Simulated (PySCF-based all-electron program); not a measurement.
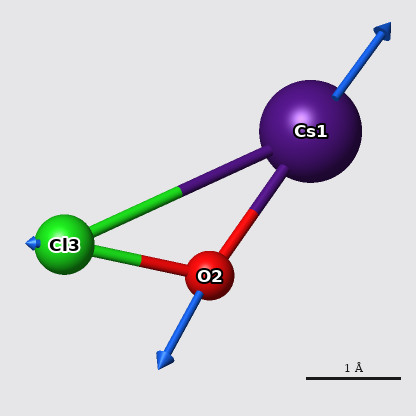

Arrows show the forces on the atoms, 0.3 Å of arrow for 1 eV/Å; forces under a tenth of the largest aren't drawn. Level of theory: PBE, all-electron, scalar-relativistic (Koelling-Harmon), large uncontracted Gaussian sets (PySCF-based all-electron program).

**Along which bond is the force strongest?**

Cs1–O2, now 2.125 Å: the forces push its atoms apart, so a first step downhill lengthens it.

List the force components in the frame of the picture (x right, y up, z towards the viewer), in eV/Å.

```tsv
atom	Fx	Fy	Fz
Cs1	2.00	2.73	−1.78
O2	−1.50	−2.75	1.59
Cl3	−0.50	0.02	0.19
```
